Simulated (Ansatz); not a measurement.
## C₂H₁₀OSSi₂: geometry relaxation (part 2 of 2)

Continued. System: C₂H₁₀OSSi₂. Method: RKS PBE0-D4/6-31G (Ansatz 0.2.0). It belongs to a series of runs on one base structure; here: end point A relaxed.

Geometry of the input (Å):
```
C  -0.6903  -2.3010  -0.4772
S  -1.6172  -0.7272  -0.8773
Si -0.3222  0.8438  -0.2337
C  1.3953  0.6627  -1.1151
O  -1.0862  2.2316  -0.6657
Si 0.1033  0.7717  2.0710
H  -1.3231  -3.1036  -0.8018
H  -0.5230  -2.3274  0.5794
H  0.2197  -2.2873  -0.9780
H  2.0041  1.4778  -0.8527
H  1.8166  -0.2805  -0.8215
H  1.1933  0.6566  -2.1794
H  -1.7804  2.1646  -1.3854
H  0.6970  -0.5442  2.4283
H  1.0449  1.8158  2.4894
H  -1.1545  0.9239  2.8640
```

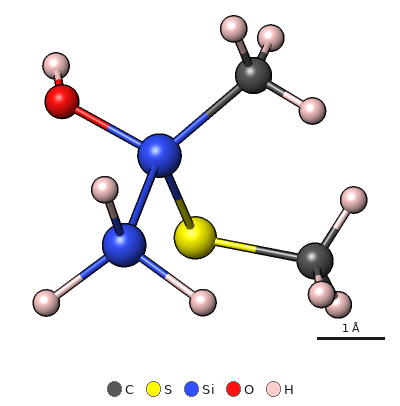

Figure 1. The geometry at step 11 of the log (ball-and-stick view, seen at a tilt).

**Trajectory as extended XYZ, continued**
```
16
Properties=species:S:1:pos:R:3:forces:R:3 step=5 energy=-30856.74344
C    -0.6368   -2.3283   -0.4882    0.0306  -0.0366  -0.0181
S    -1.7236   -0.8275   -0.8071    0.0164   0.0374   0.0319
Si   -0.3048    0.8041   -0.1819   -0.0576   0.0114   0.0348
C     1.2996    0.6172   -1.1797    0.0422  -0.0065   0.0052
O    -1.1147    2.2984   -0.5299    0.0451  -0.1096  -0.0573
Si    0.0318    0.7922    2.1427   -0.0035   0.0222  -0.0111
H    -1.2461   -3.1956   -0.7425    0.0124  -0.0032   0.0043
H    -0.3539   -2.3833    0.5650   -0.0016  -0.0014  -0.0202
H     0.2514   -2.3107   -1.1226   -0.0264   0.0058   0.0127
H     1.9623    1.4661   -0.9791   -0.0070  -0.0100  -0.0012
H     1.8261   -0.3017   -0.8986   -0.0112   0.0145  -0.0073
H     1.0896    0.5825   -2.2535   -0.0062  -0.0058   0.0062
H    -1.4589    2.4668   -1.4222   -0.0281   0.0890   0.0265
H     0.6224   -0.5412    2.5219   -0.0048   0.0023   0.0072
H     1.0024    1.8647    2.5546   -0.0043  -0.0089  -0.0067
H    -1.2694    0.9736    2.8653    0.0040  -0.0007  -0.0067
16
Properties=species:S:1:pos:R:3:forces:R:3 step=6 energy=-30856.74844
C    -0.6227   -2.3334   -0.5217    0.0035   0.0159  -0.0085
S    -1.7393   -0.8372   -0.7661    0.0179  -0.0199  -0.0019
Si   -0.3096    0.7932   -0.1716   -0.0197   0.0328  -0.0009
C     1.2959    0.5917   -1.1666   -0.0108  -0.0147   0.0008
O    -1.1030    2.2910   -0.5193   -0.0427   0.0128  -0.1015
Si    0.0237    0.8139    2.1495    0.0183   0.0124   0.0163
H    -1.2321   -3.2060   -0.7549   -0.0111   0.0012  -0.0079
H    -0.2875   -2.3964    0.5148    0.0099  -0.0049   0.0065
H     0.2314   -2.2947   -1.1988   -0.0015  -0.0020  -0.0057
H     1.9579    1.4436   -0.9794   -0.0119   0.0005   0.0045
H     1.8222   -0.3219   -0.8720    0.0070  -0.0104  -0.0025
H     1.0830    0.5412   -2.2388    0.0058  -0.0053  -0.0129
H    -1.4703    2.4971   -1.3953    0.0489  -0.0242   0.1042
H     0.5976   -0.5162    2.5645   -0.0076  -0.0012  -0.0038
H     1.0068    1.8830    2.5376    0.0033   0.0047   0.0079
H    -1.2766    1.0287    2.8625   -0.0091   0.0024   0.0055
16
Properties=species:S:1:pos:R:3:forces:R:3 step=7 energy=-30856.75021
C    -0.6086   -2.3368   -0.5542    0.0219   0.0457   0.0042
S    -1.7420   -0.8413   -0.7346    0.0093  -0.0640   0.0069
Si   -0.3123    0.7922   -0.1542    0.0054  -0.0006  -0.0426
C     1.2863    0.5690   -1.1570   -0.0124   0.0032   0.0205
O    -1.0988    2.2875   -0.5154   -0.0255   0.0469   0.0000
Si    0.0187    0.8391    2.1672    0.0128   0.0042   0.0061
H    -1.2281   -3.2075   -0.7677   -0.0031  -0.0024  -0.0023
H    -0.2249   -2.4097    0.4665   -0.0134   0.0044  -0.0454
H     0.2134   -2.2893   -1.2710   -0.0323   0.0014   0.0258
H     1.9471    1.4253   -0.9883    0.0118   0.0043  -0.0025
H     1.8149   -0.3385   -0.8489    0.0101  -0.0118   0.0030
H     1.0681    0.4991   -2.2274   -0.0042  -0.0005   0.0015
H    -1.4610    2.5045   -1.3883    0.0213  -0.0365   0.0175
H     0.5789   -0.4925    2.5951   -0.0007  -0.0003   0.0001
H     1.0074    1.9055    2.5478    0.0074   0.0030   0.0062
H    -1.2820    1.0706    2.8745   -0.0083   0.0031   0.0011
16
Properties=species:S:1:pos:R:3:forces:R:3 step=8 energy=-30856.75098
C    -0.6003   -2.3331   -0.5760    0.0210   0.0362   0.0043
S    -1.7520   -0.8465   -0.7128    0.0439  -0.0487   0.0158
Si   -0.3174    0.7885   -0.1447    0.0195  -0.0042  -0.0167
C     1.2805    0.5536   -1.1461   -0.0156  -0.0094  -0.0017
O    -1.1004    2.2825   -0.5136   -0.0157   0.0627   0.0267
Si    0.0183    0.8546    2.1765   -0.0079  -0.0063  -0.0012
H    -1.2211   -3.2067   -0.7742    0.0118  -0.0061   0.0013
H    -0.1830   -2.4083    0.4320   -0.0261   0.0050  -0.0666
H     0.1980   -2.2752   -1.3194   -0.0490  -0.0009   0.0432
H     1.9428    1.4113   -0.9900    0.0011   0.0017   0.0028
H     1.8094   -0.3509   -0.8293    0.0050  -0.0031   0.0037
H     1.0589    0.4710   -2.2152    0.0065   0.0008   0.0015
H    -1.4545    2.5000   -1.3888    0.0026  -0.0295  -0.0179
H     0.5700   -0.4779    2.6123   -0.0015  -0.0026   0.0046
H     1.0123    1.9168    2.5555    0.0040   0.0035  -0.0062
H    -1.2840    1.0976    2.8780    0.0002   0.0009   0.0064
16
Properties=species:S:1:pos:R:3:forces:R:3 step=9 energy=-30856.75181
C    -0.5934   -2.3318   -0.6027    0.0395   0.0383   0.0104
S    -1.7567   -0.8499   -0.6862    0.0404  -0.0505   0.0099
Si   -0.3207    0.7904   -0.1321    0.0013  -0.0438  -0.0025
C     1.2749    0.5384   -1.1331    0.0059  -0.0003  -0.0076
O    -1.1035    2.2816   -0.5146    0.0035   0.0471   0.0370
Si    0.0146    0.8710    2.1898   -0.0013   0.0078  -0.0111
H    -1.2154   -3.2081   -0.7869    0.0154   0.0101   0.0011
H    -0.1406   -2.4134    0.3900   -0.0366   0.0051  -0.0790
H     0.1791   -2.2618   -1.3724   -0.0615  -0.0050   0.0569
H     1.9389    1.3975   -0.9909   -0.0028  -0.0054   0.0015
H     1.8041   -0.3623   -0.8046   -0.0060   0.0088   0.0047
H     1.0520    0.4405   -2.2010    0.0045   0.0045   0.0137
H    -1.4506    2.4877   -1.3951   -0.0105  -0.0168  -0.0313
H     0.5595   -0.4612    2.6346    0.0008  -0.0014  -0.0006
H     1.0181    1.9306    2.5528   -0.0006  -0.0008   0.0043
H    -1.2828    1.1281    2.8965    0.0080   0.0021  -0.0073
16
Properties=species:S:1:pos:R:3:forces:R:3 step=10 energy=-30856.75248
C    -0.5915   -2.3342   -0.6291    0.0513   0.0401   0.0118
S    -1.7644   -0.8583   -0.6628    0.0425  -0.0312   0.0142
Si   -0.3277    0.7877   -0.1217    0.0279  -0.0238   0.0243
C     1.2703    0.5265   -1.1159    0.0143  -0.0113  -0.0260
O    -1.1071    2.2797   -0.5154   -0.0128   0.0179  -0.0222
Si    0.0205    0.8931    2.1974   -0.0292  -0.0098  -0.0053
H    -1.2112   -3.2129   -0.8092    0.0021   0.0155  -0.0021
H    -0.1132   -2.4263    0.3502   -0.0344   0.0063  -0.0666
H     0.1608   -2.2485   -1.4166   -0.0542  -0.0061   0.0519
H     1.9347    1.3864   -0.9781   -0.0127  -0.0087   0.0031
H     1.7977   -0.3717   -0.7766   -0.0097   0.0154  -0.0024
H     1.0530    0.4200   -2.1843    0.0081   0.0028   0.0184
H    -1.4568    2.4665   -1.4005   -0.0048  -0.0034   0.0085
H     0.5558   -0.4417    2.6468    0.0031   0.0034   0.0076
H     1.0311    1.9480    2.5559   -0.0052  -0.0069  -0.0141
H    -1.2747    1.1628    2.9042    0.0138  -0.0005  -0.0012
16
Properties=species:S:1:pos:R:3:forces:R:3 step=11 energy=-30856.75300
C    -0.5921   -2.3302   -0.6477    0.0163   0.0274   0.0022
S    -1.7715   -0.8597   -0.6409    0.0660  -0.0288   0.0042
Si   -0.3275    0.7845   -0.1137   -0.0236  -0.0047   0.0089
C     1.2723    0.5189   -1.1035    0.0125  -0.0239  -0.0140
O    -1.1100    2.2732   -0.5214   -0.0134   0.0027  -0.0582
Si    0.0212    0.9012    2.2039   -0.0018   0.0183   0.0044
H    -1.2117   -3.2077   -0.8318    0.0002   0.0006  -0.0029
H    -0.0989   -2.4362    0.3219   -0.0226   0.0091  -0.0439
H     0.1466   -2.2302   -1.4455   -0.0364  -0.0028   0.0386
H     1.9349    1.3803   -0.9675   -0.0138  -0.0059   0.0020
H     1.7991   -0.3764   -0.7556   -0.0042   0.0138  -0.0092
H     1.0603    0.4061   -2.1722    0.0039   0.0024   0.0170
H    -1.4736    2.4376   -1.4070    0.0174  -0.0040   0.0626
H     0.5558   -0.4288    2.6694   -0.0051   0.0066  -0.0072
H     1.0396    1.9563    2.5400   -0.0058  -0.0062   0.0025
H    -1.2672    1.1885    2.9159    0.0104  -0.0045  -0.0073
16
Properties=species:S:1:pos:R:3:forces:R:3 step=12 energy=-30856.75333
C    -0.5926   -2.3345   -0.6534    0.0102   0.0356   0.0024
S    -1.7659   -0.8605   -0.6368    0.0260  -0.0270   0.0034
Si   -0.3242    0.7847   -0.1105   -0.0193   0.0018   0.0015
C     1.2737    0.5163   -1.1025    0.0140  -0.0081   0.0039
O    -1.1068    2.2735   -0.5189   -0.0155  -0.0096  -0.0561
Si    0.0205    0.9099    2.2065    0.0138  -0.0004   0.0008
H    -1.2155   -3.2087   -0.8417   -0.0037  -0.0008  -0.0022
H    -0.0988   -2.4470    0.3144   -0.0122   0.0036  -0.0266
H     0.1447   -2.2325   -1.4512   -0.0180  -0.0031   0.0225
H     1.9353    1.3784   -0.9671   -0.0026  -0.0036  -0.0023
H     1.8014   -0.3782   -0.7546   -0.0028   0.0081  -0.0062
H     1.0610    0.4033   -2.1708   -0.0025   0.0014   0.0118
H    -1.4818    2.4325   -1.4005    0.0164   0.0009   0.0503
H     0.5544   -0.4206    2.6707   -0.0026   0.0057   0.0029
H     1.0397    1.9640    2.5424   -0.0055  -0.0027   0.0027
H    -1.2677    1.1967    2.9184    0.0042  -0.0016  -0.0087
16
Properties=species:S:1:pos:R:3:forces:R:3 step=13 energy=-30856.75353
C    -0.5933   -2.3348   -0.6593   -0.0044   0.0252   0.0016
S    -1.7643   -0.8609   -0.6318   -0.0006  -0.0153   0.0047
Si   -0.3233    0.7841   -0.1072    0.0009   0.0026  -0.0118
C     1.2742    0.5130   -1.0994    0.0046   0.0027   0.0055
O    -1.1066    2.2714   -0.5201   -0.0019  -0.0157  -0.0204
Si    0.0244    0.9150    2.2085    0.0007  -0.0019   0.0058
H    -1.2177   -3.2068   -0.8526   -0.0006  -0.0026  -0.0009
H    -0.0989   -2.4538    0.3067   -0.0014  -0.0024  -0.0077
H     0.1427   -2.2287   -1.4569   -0.0006  -0.0026   0.0043
H     1.9345    1.3763   -0.9667    0.0038  -0.0003  -0.0030
H     1.8033   -0.3799   -0.7504   -0.0016   0.0016  -0.0002
H     1.0600    0.3978   -2.1668   -0.0015   0.0003   0.0001
H    -1.4892    2.4256   -1.3986    0.0074   0.0029   0.0227
H     0.5569   -0.4136    2.6790   -0.0010   0.0028  -0.0019
H     1.0410    1.9706    2.5461   -0.0030   0.0010  -0.0022
H    -1.2668    1.2020    2.9139   -0.0007   0.0017   0.0034
16
Properties=species:S:1:pos:R:3:forces:R:3 step=14 energy=-30856.75366
C    -0.5930   -2.3338   -0.6680   -0.0142   0.0045  -0.0001
S    -1.7662   -0.8633   -0.6223   -0.0006  -0.0038   0.0030
Si   -0.3226    0.7807   -0.1036   -0.0005   0.0161   0.0004
C     1.2748    0.5071   -1.0955   -0.0032   0.0031   0.0040
O    -1.1057    2.2674   -0.5185    0.0060  -0.0151  -0.0054
Si    0.0249    0.9224    2.2115    0.0019  -0.0074   0.0025
H    -1.2170   -3.2051   -0.8660    0.0043  -0.0031  -0.0001
H    -0.0941   -2.4605    0.2943    0.0026  -0.0033   0.0004
H     0.1391   -2.2200   -1.4677    0.0050  -0.0012  -0.0036
H     1.9345    1.3714   -0.9663    0.0023   0.0008  -0.0007
H     1.8049   -0.3842   -0.7447    0.0001  -0.0017   0.0026
H     1.0595    0.3888   -2.1622    0.0001  -0.0007  -0.0065
H    -1.4939    2.4184   -1.3945   -0.0010   0.0074   0.0009
H     0.5571   -0.4044    2.6872    0.0016   0.0014   0.0023
H     1.0410    1.9798    2.5448   -0.0001   0.0015  -0.0027
H    -1.2660    1.2126    2.9158   -0.0041   0.0014   0.0032
16
Properties=species:S:1:pos:R:3:forces:R:3 step=15 energy=-30856.75376
C    -0.5932   -2.3346   -0.6814   -0.0080  -0.0063   0.0017
S    -1.7675   -0.8666   -0.6077   -0.0038  -0.0039  -0.0012
Si   -0.3223    0.7787   -0.0975    0.0028   0.0134   0.0077
C     1.2747    0.5004   -1.0890   -0.0063   0.0045   0.0009
O    -1.1052    2.2638   -0.5185    0.0099  -0.0163   0.0059
Si    0.0261    0.9321    2.2170    0.0012  -0.0021  -0.0013
H    -1.2175   -3.2047   -0.8847    0.0018   0.0016   0.0000
H    -0.0858   -2.4728    0.2749    0.0020  -0.0004   0.0007
H     0.1321   -2.2107   -1.4858    0.0039   0.0015  -0.0041
H     1.9334    1.3663   -0.9656    0.0004   0.0002   0.0008
H     1.8061   -0.3882   -0.7334    0.0008  -0.0033   0.0033
H     1.0585    0.3760   -2.1548    0.0015  -0.0010  -0.0066
H    -1.4983    2.4087   -1.3931   -0.0058   0.0096  -0.0103
H     0.5588   -0.3911    2.7015    0.0022   0.0010   0.0003
H     1.0416    1.9926    2.5419    0.0016   0.0013  -0.0001
H    -1.2642    1.2274    2.9205   -0.0045   0.0003   0.0024
16
Properties=species:S:1:pos:R:3:forces:R:3 step=16 energy=-30856.75382
C    -0.5935   -2.3359   -0.6979    0.0047  -0.0103   0.0037
S    -1.7695   -0.8712   -0.5907    0.0025  -0.0083  -0.0016
Si   -0.3227    0.7760   -0.0895    0.0035   0.0110   0.0065
C     1.2737    0.4922   -1.0806   -0.0051   0.0020  -0.0022
O    -1.1047    2.2591   -0.5187    0.0058  -0.0116   0.0045
Si    0.0277    0.9449    2.2239   -0.0001  -0.0005  -0.0038
H    -1.2180   -3.2046   -0.9065   -0.0022   0.0056   0.0004
H    -0.0750   -2.4870    0.2507   -0.0035   0.0049  -0.0076
H     0.1230   -2.2000   -1.5087   -0.0034   0.0033   0.0038
H     1.9314    1.3597   -0.9635   -0.0014  -0.0013   0.0016
H     1.8063   -0.3934   -0.7192    0.0009  -0.0019   0.0011
H     1.0573    0.3606   -2.1458    0.0022  -0.0007  -0.0004
H    -1.5017    2.3979   -1.3926   -0.0039   0.0075  -0.0065
H     0.5627   -0.3742    2.7170    0.0014   0.0010  -0.0003
H     1.0425    2.0089    2.5398    0.0003   0.0007  -0.0003
H    -1.2622    1.2443    2.9267   -0.0019  -0.0012   0.0011
```

**Key numbers**

- outcome: converged
- total energy: −30856.7539 eV
- mean-field energy: −30856.3772 eV
- largest force (length of the vector) at the end: 0.014 eV/Å
- wall time: 2.3 min
- peak memory: 0.23 GiB
